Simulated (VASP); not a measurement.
Energy against volume of CsCl (CsCl type). These are PBE GGA with D3 dispersion (Becke-Johnson damping), VASP's PBE PAW potentials (set 64) (plane waves; VASP 6.6.1) values and carry that method's errors.

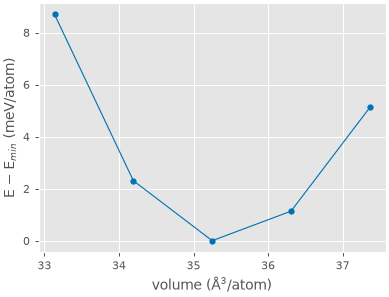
Fig. 1. Energy against volume

Task: Estimate the equilibrium volume and the bulk modulus.

Result: The minimum lies near 35.4 Å³/atom, and the curvature gives B0 of about 17 GPa.

The compound is CsCl in the CsCl type structure. It was relaxed first.
